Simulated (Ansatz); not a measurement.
**Fields on a plane of FeNi3 (Cu3Au type)**

```xyz
4
Lattice="3.5143 0.0000 0.0000 0.0000 3.5143 0.0000 0.0000 0.0000 3.5143" Properties=species:S:1:pos:R:3 pbc="T T T"
Ni     0.0000     1.7571     1.7571
Ni     1.7571     1.7571     0.0000
Ni     1.7571     0.0000     1.7571
Fe     0.0000     0.0000     0.0000
```

The slice is a {210} plane (indices of the conventional cell) through the point (0.000, 0.500, 0.500) (fractional), spanned by u = [100] and v = [021] in vectors of this cell: u (3.51 Å) and v (7.86 Å, at 90° to u). It covers one period; positions are fractions (u, v).

Atoms on it: Ni at (0.00, 0.00); Ni at (0.50, 0.50). Other atoms lie within 1 Å of the plane.

The numbers are results of r2SCAN (plane waves to 500 eV, PAW, scalar-relativistic; Ansatz, a first-principles code), not measurements. k mesh 13×13×13. Inside the PAW spheres the values are not all-electron values, and peaks at nuclei hang on which shells count as valence. FeNi3 was relaxed with its symmetry unable to fall. Relaxed FeNi3 ends ferromagnetic. Other magnetic orders were not checked, so this need not be the ground state.

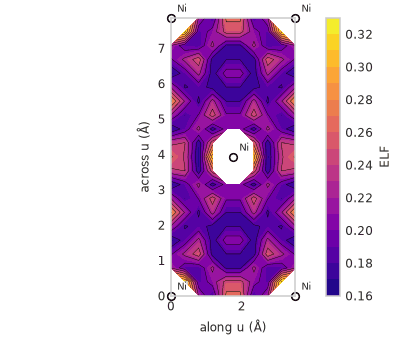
Figure. ELF of the up spins, one period of the plane, atoms marked. Points within 0.5 Å of a nucleus are left white, as the pseudised field means little there.

```
|752000025|
|321000012|
|000122100|
|000122100|
|111122111|
|321000012|
|210000001|
|000122100|
|001477410|
|001599510|
|001477410|
|000122100|
|210000001|
|321000012|
|111122111|
|000122100|
|000122100|
|321000012|
|752000025|
|973000037|
```
Scale: ten equal steps from -0.74 (start of '0') to 1.78 (end of '9'), in the order '0123456789'. Values: log₁₀ of the valence density in e/Å³. The map has 9 points along u (one character each, u = 0 at the left) and 20 along v (v = 0 in the bottom row). The scale is logarithmic, as a density can span decades between atoms and voids.
